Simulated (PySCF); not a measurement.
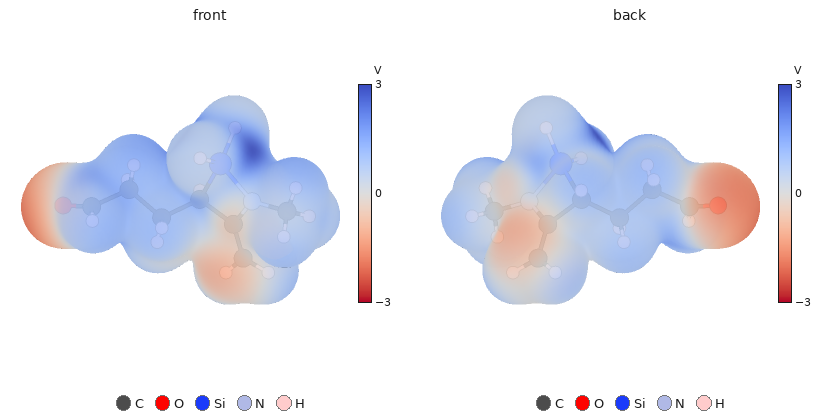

The picture shows: C7H13NOSi. The electrostatic potential painted on the density surface at 0.004 e/bohr³, seen from the front and from behind; red is negative and blue positive.

Geometry: GFN2-xTB.

The calculation used PBE0/pcSseg-1, SCF density, gas phase, non-relativistic (PySCF).

```xyz
23

C    -1.6641   -1.8310   -0.3686
C    -1.2454   -0.6441    0.0356
C     0.0446   -0.2247    0.7104
C     1.2946   -0.5322   -0.1020
C     2.5440    0.0587    0.5531
C     3.7667   -0.1590   -0.2859
O     4.8181   -0.5797    0.1055
Si   -0.6526    1.5643    0.6821
N    -1.8839    0.5939   -0.0557
C    -3.1910    0.7820   -0.6161
H    -2.6166   -1.9740   -0.8471
H    -1.0560   -2.7059   -0.2272
H     0.1396   -0.6771    1.6991
H     1.4140   -1.6149   -0.1945
H     1.1817   -0.1251   -1.1096
H     2.7024   -0.3669    1.5455
H     2.4072    1.1394    0.6606
H     3.6226    0.1111   -1.3522
H    -1.0091    2.1812    1.9594
H    -0.0162    2.5261   -0.2205
H    -3.4659    1.8312   -0.5292
H    -3.9322    0.1756   -0.0871
H    -3.2072    0.4981   -1.6728
```

Q: Which sites attract a positive test charge, and which a negative one?

A: A positive charge is drawn to the negative regions and a negative charge to the positive ones. The most negative region (about −1.8 V) lies over O7, the most positive (about +2.7 V) over Si8. O7 is the likeliest acceptor of a hydrogen bond.

Q: What dipole moment does the calculation give?

A: Its dipole moment is 3.68 D.
